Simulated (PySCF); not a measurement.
C6H7NO2

```xyz
16

N     2.5119   -0.3516    0.2369
C     1.2772   -0.8982    0.1805
O     1.0196   -1.9847    0.6344
C     0.2409    0.0085   -0.5030
C    -0.0941    1.1639    0.3941
C    -1.3928    1.2410    0.6727
C    -2.1345    0.1618   -0.0026
O    -3.3261   -0.0167    0.0042
C    -1.1023   -0.6868   -0.7237
H     3.2499   -0.8662    0.6884
H     2.7238    0.5481   -0.1547
H     0.6810    0.3668   -1.4391
H     0.6714    1.8286    0.7606
H    -1.8795    1.9763    1.2876
H    -1.0882   -1.6823   -0.2736
H    -1.3656   -0.7994   -1.7742
```

Geometry: GFN2-xTB.

Level of theory: PBE0/def2-SVPD, SCF density, gas phase in PySCF.

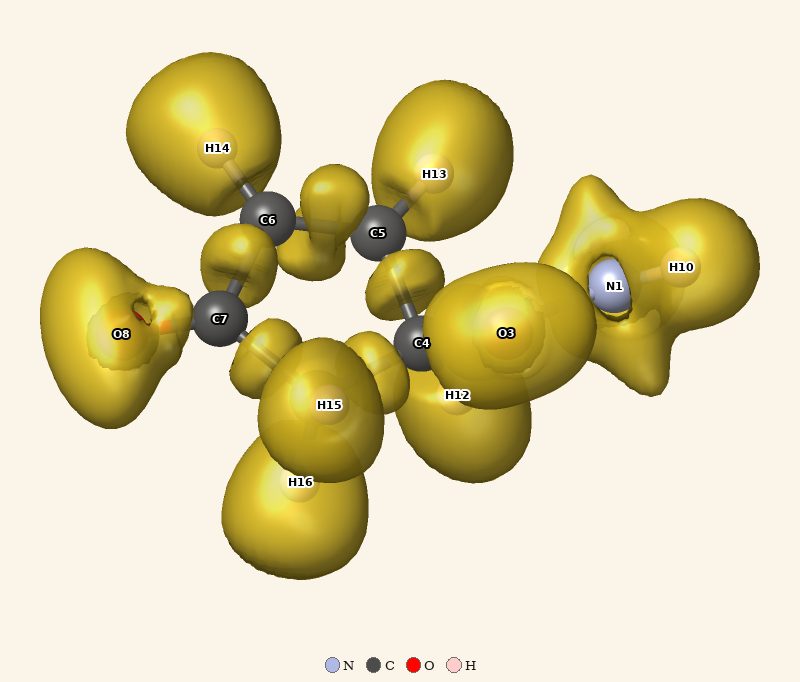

Figure 1. Isosurface of the ELF at 0.75 (yellow), seen at an oblique angle. Core shells and regions of very low density are left out.

**Identify the bonds, lone pairs and shells in this picture.**

The ELF exceeds this value in six regions between bonded C–C atoms (shared pairs), five regions around hydrogen nuclei, two regions on O in which the atom's valence shell and bonds are merged and one joined region spread over several atoms (H, N), in which their bonds and any lone pairs are merged. Profiles from the grid: C–O (1.20 Å): the ELF peaks at about 0.90 between the atoms (a short, multiple covalent bond). C–C (1.33 Å): the ELF peaks at about 0.95 between the atoms; a multiple bond.

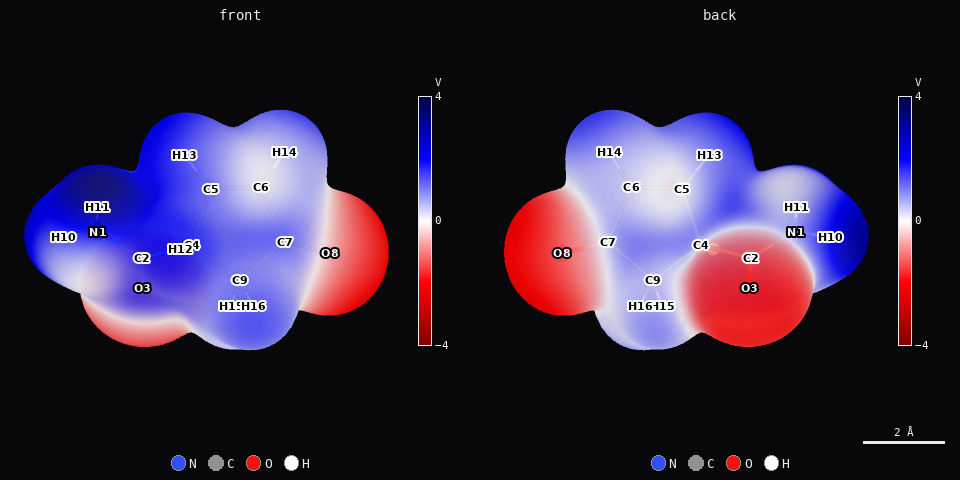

Figure 2. The electrostatic potential painted on the density surface at 0.004 e/bohr³, seen from the front and from behind; the colour scale runs from red (negative) to blue (positive).

**Where is the surface potential most negative and most positive?**

The most negative region (about −2.1 V) lies over O8, the most positive (about +3.4 V) over H11. O8 is the likeliest acceptor of a hydrogen bond.

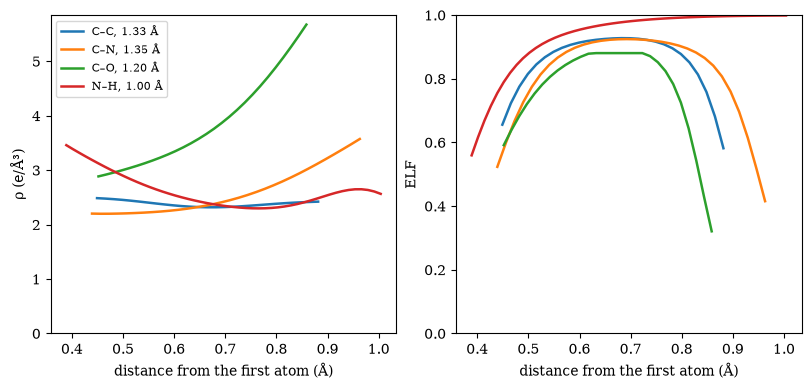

Figure 3. Electron density and electron localisation function along straight lines between neighbouring atoms. The curves leave out the atomic cores.

**What kind of bonding do the profiles show?**

C–C (1.33 Å): the density is about 2.3 e/Å³ at the midpoint; the ELF peaks at about 0.95 between the atoms (a multiple bond).
C–N (1.35 Å): ρ is about 2.4 e/Å³ halfway; the ELF peaks at about 0.90 between the atoms, as expected for localised, covalent bonding.
C–O (1.20 Å): ρ is about 3.4 e/Å³ halfway; the ELF peaks at about 0.90 between the atoms; a short, multiple covalent bond.
N–H (1.00 Å): the density is about 2.9 e/Å³ at the midpoint; the ELF climbs to about 1 towards the hydrogen, as it does in any bond to H; a covalent bond by its length.
